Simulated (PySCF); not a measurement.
SMILES [OH][Bi]([OH])[F] at its PBE0/def2-SVP optimised geometry (Å):

```
6

Bi    -1.1630    -1.0179     0.0000
F     -1.2680     1.0179     0.0000
O      0.9096    -1.0179     0.0000
H      1.2680    -0.2328    -0.4360
O     -1.5516    -1.1598    -2.0306
H     -1.2038    -0.4026    -2.5209
```

Level of theory: PBE0/def2-TZVP, def2 effective core potentials past Kr run with PySCF. The core electrons that the potentials of Bi replace are not part of the density. Cells within 0.4 Å of a nucleus heavier than hydrogen are left out (blank, or x).

Map of the log10 of the electron density (e/bohr³), floored at −4 on the plane z = 0.0 Å:

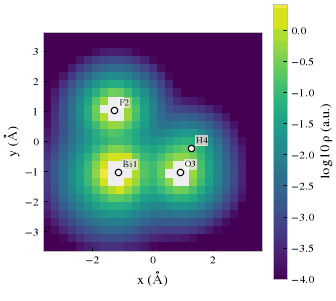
Figure: Log10 of the electron density (e/bohr³), floored at −4 on the plane z = 0.0 Å.
